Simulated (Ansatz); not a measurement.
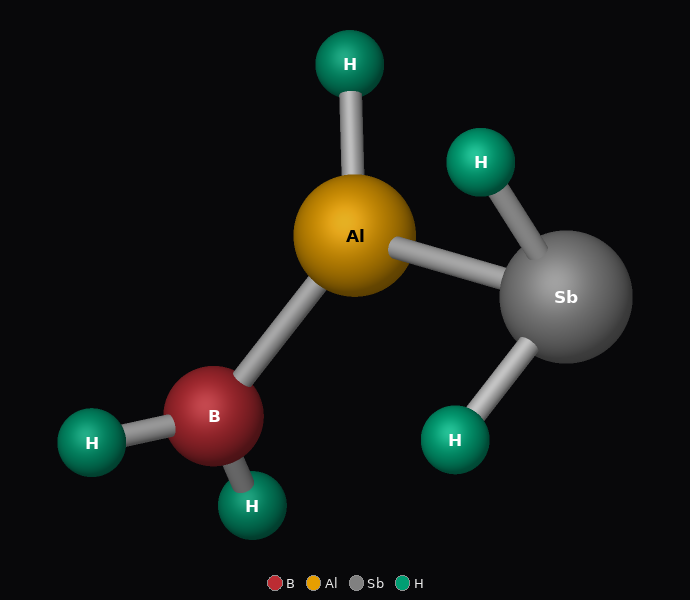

The picture shows a molecular structure as a ball-and-stick model.

The geometry was computed by an optimisation with PBE0-D4/def2-TZVP.

Describe the molecule.

Formula AlBH₅Sb. As SMILES it reads `[BH2][AlH][SbH2]`. Among its groups: B–H bond. This geometry has C1 symmetry. Coordination: 1 B trigonal planar; 1 Al trigonal planar; 1 Sb trigonal pyramidal.

More results for the same structure follow; atom numbers are the same in all pictures, views and colours differ.

Dipole moment

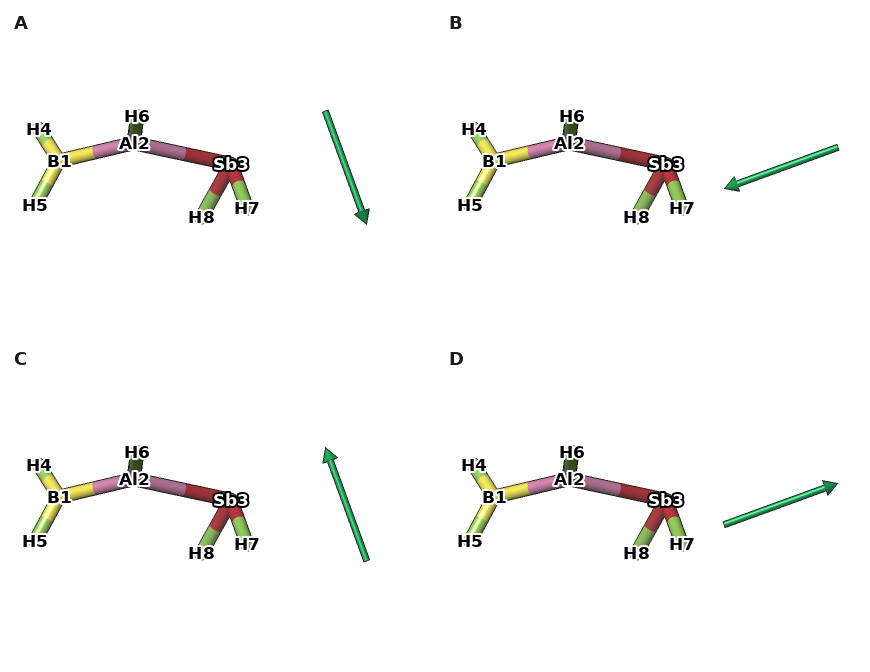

The same molecule four times, each with an arrow. Properties computed with RKS PBE-D4/def2-TZVPP, core potentials on Sb (Ansatz 0.2.0).

Which arrow points along the dipole moment, from the negative to the positive end?

C. The dipole moment is 0.30 D; it points from the side of H7 to the side of H4 (the outermost atoms at the two ends).

Vibrations

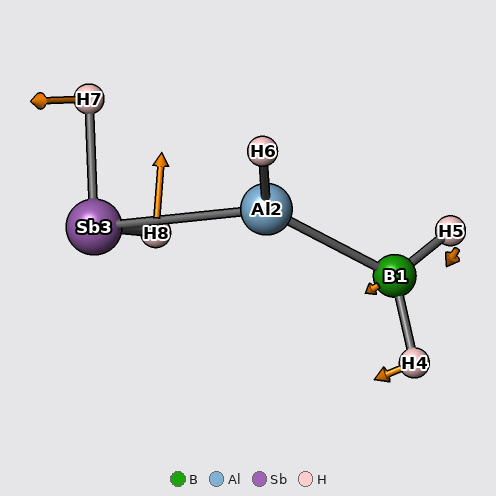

The arrows show one normal mode. Harmonic vibrations computed with RKS PBE0-D4/def2-TZVP, core potentials on Sb (Ansatz 0.2.0) at a stationary point of the same level.

At what wavenumber does it lie?

89 cm⁻¹; it is mode 2 of 18 counted from the lowest.

Levels of theory compared

Program: Ansatz 0.2.0.

At this fixed geometry, give HOMO energy (eV) at these levels: B3LYP-D4/def2-TZVPP; B97M-V/def2-TZVPP; CAM-B3LYP-D4/def2-TZVPP; r2SCAN-D4/def2-TZVPP; r2SCAN0-D4/def2-TZVPP; ωB97M-V/def2-TZVPP; ωB97X-V/def2-TZVPP.

| level | HOMO energy (eV) |
| --- | --- |
| B3LYP-D4/def2-TZVPP | −6.45 |
| B97M-V/def2-TZVPP | −5.92 |
| CAM-B3LYP-D4/def2-TZVPP | −7.76 |
| r2SCAN-D4/def2-TZVPP | −5.95 |
| r2SCAN0-D4/def2-TZVPP | −6.78 |
| ωB97M-V/def2-TZVPP | −8.52 |
| ωB97X-V/def2-TZVPP | −8.67 |
